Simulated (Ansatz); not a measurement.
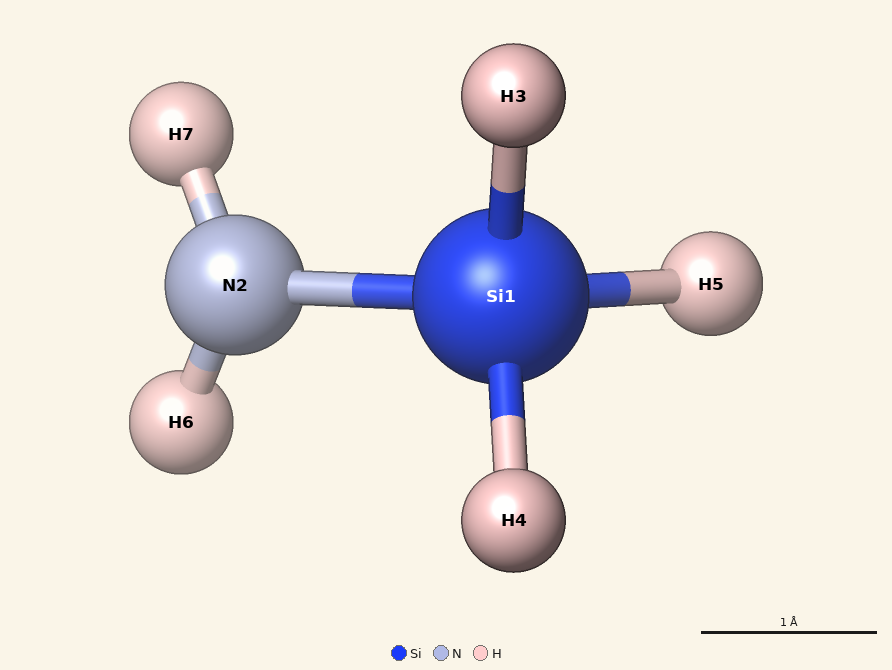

Orthographic view. Distant atoms are faded towards the background colour. The computed structure is the end point of a PBE0-D4/def2-TZVP optimisation. No frequency run is at hand to confirm it as a minimum.

Give the geometry as a Z-matrix, atoms in numerical order, with these reference atoms: 2 to 1; 3 to 1, 2; 4 to 1, 3, 2; 5 to 1, 4, 3; 6 to 2, 1, 4; 7 to 2, 6, 1.

```
Si 
N    1   1.720
H    1   1.486   2   107.9
H    1   1.486   3   110.5   2  -117.7
H    1   1.494   4   107.3   3   116.7
H    2   1.007   1   119.6   4   -49.2
H    2   1.007   6   110.7   1   145.3
```
